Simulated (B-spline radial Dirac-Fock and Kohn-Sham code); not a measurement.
Oxygen in charge state −2 (O²⁻), configuration [Ne], inside a Watson sphere of charge +2 and radius 1.42 Å that stands in for a crystal. Computed with a radial B-spline solver: independent-particle Coulomb rates on relativistic LDA orbitals, configuration-average energies from Dirac–Fock.

What should this plot look like? Auger groups that fill a K (1s) hole, as sticks. Kinetic energies count from the vacuum level; very weak lines are left out.

The strongest group is K-L2L3 at 506.7 eV (37 % of the non-radiative width), followed by K-L3L3 at 506.5 eV (21 %), K-L1L3 at 488.5 eV (19 %), K-L1L1 at 466.7 eV (11 %). The lines shown span 466.7 eV to 506.7 eV.

The result:

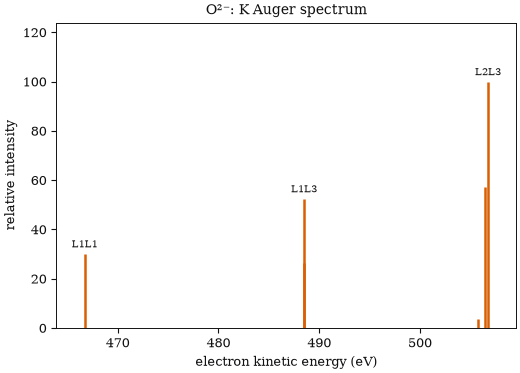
